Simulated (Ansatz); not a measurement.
# SiH5 (doublet): from Hartree-Fock to the top rungs at distance Si1–H5 along a hydrogen transfer = 1.381 Å, cc-pVDZ

How much of the correlation energy of SiH5 (doublet) does each wave-function method recover here?

The runs use Ansatz 0.2.0, Gaussian basis; cc-pVDZ, core rule «outside noble gas», up to 5 orbitals frozen.

The runs, in order: UHF; CCSD(T) on ROHF; CCSD(T) on UHF; BCCD(T) on ROHF; CISD; CCSDT(Q) on ROHF; CCSDT(Q) on UHF; CASSCF and MRCISD+Q, 3 electrons in 3 orbitals; CASSCF and NEVPT2, 3 electrons in 3 orbitals; CASSCF and MRCISD+Q, 9 electrons in 9 orbitals; CASSCF and NEVPT2, 9 electrons in 9 orbitals.

7 further runs of the same task are left out: 7 that didn't finish.

## 1. What is computed

The geometry derives from fragments relaxed apart (PBE0/def2-TZVP) and kept rigid, so it is no stationary point. A hydrogen atom is moved between rigid fragments.

6 atoms, charge 0, spin multiplicity 2.

Atoms are counted from 1 here; the program's logs count them from 0.

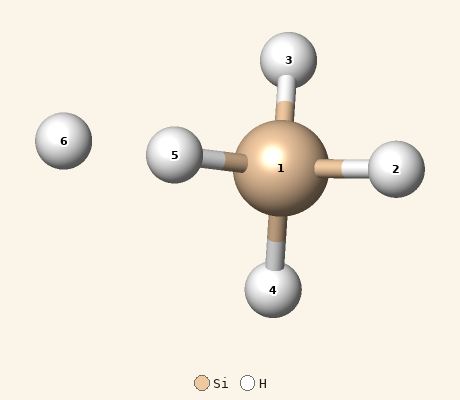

The geometry (silicon light orange, hydrogen white); atoms are numbered from 1 in the order of the file.

## 2. UHF

Contents of in.yaml:

```yaml
crystal:
  periodic: [false, false, false]
  atoms:
    - {symbol: Si, position_ang: [-0.082563, 0.000000, 0.000000]}
    - {symbol: H, position_ang: [-0.577435, 1.399708, 0.000000]}
    - {symbol: H, position_ang: [-0.577435, -0.699854, 1.212183]}
    - {symbol: H, position_ang: [-0.577435, -0.699854, -1.212183]}
    - {symbol: H, position_ang: [1.298437, 0.000000, 0.000000]}
    - {symbol: H, position_ang: [2.734437, 0.000000, 0.000000]}
basis:
  gaussian: {orbitals: cc-pVDZ}
magnetization: {spin_polarized: true, initial_magnetization: 1}
hamiltonian: {xc: hf}
output: {orbitals: {seedname: orbitals}}
```

On the command line:

```bash
> ansatz run in.yaml --threads 1 --pin off --events-out ev --progress --plain --max-ram 2393MiB
```

The runs that follow: CCSD(T) on ROHF; CCSD(T) on UHF; BCCD(T) on ROHF; CISD; CCSDT(Q) on ROHF; CCSDT(Q) on UHF; CASSCF and MRCISD+Q, 3 electrons in 3 orbitals; CASSCF and NEVPT2, 3 electrons in 3 orbitals; CASSCF and MRCISD+Q, 9 electrons in 9 orbitals; CASSCF and NEVPT2, 9 electrons in 9 orbitals.

Before running them: what should the planned runs give, taken together? Wanted: UCCSDT(Q) below the RHF energy; RMP2 from UCCSDT(Q); UMP2 from UCCSDT(Q); RCCSD from UCCSDT(Q); RCCSD(T) from UCCSDT(Q); UCCSD(T) from UCCSDT(Q); RCCSDT(Q) from UCCSDT(Q); NEVPT2 pair from UCCSDT(Q); MRCISD+Q pair from UCCSDT(Q).

As calculated:

| quantity | value |
| --- | --- |
| UCCSDT(Q) below the RHF energy | -4.2576 eV |
| RMP2 from UCCSDT(Q) | +22.25 kcal/mol |
| UMP2 from UCCSDT(Q) | +22.13 kcal/mol |
| RCCSD from UCCSDT(Q) | +2.08 kcal/mol |
| RCCSD(T) from UCCSDT(Q) | +0.43 kcal/mol |
| UCCSD(T) from UCCSDT(Q) | +0.43 kcal/mol |
| RCCSDT(Q) from UCCSDT(Q) | 0.00 kcal/mol |
| NEVPT2 pair from UCCSDT(Q) | +22.67 kcal/mol |
| MRCISD+Q pair from UCCSDT(Q) | -0.20 kcal/mol |
| NEVPT2 valence from UCCSDT(Q) | +20.67 kcal/mol |
| levels within 1 kcal/mol (43 meV) | RCCSD(T), UCCSD(T), BCCD(T), RCCSDT, UCCSDT, RCCSDT(Q), MRCISD+Q pair, MRCISD+Q valence |
| T1 diagnostic | 0.016 |
| effectively unpaired electrons | 1.01 |

RCCSD(T) lands +0.43 kcal/mol from the yardstick (0.4 % of the correlation energy). One determinant dominates. Of the multireference levels listed MRCISD+Q pair comes nearest in total energy (-0.20 kcal/mol), which doesn't show that its space is the better one. These misses are within one basis, not against nature; the frozen cores of restricted and unrestricted runs differ, which can shift their rows.
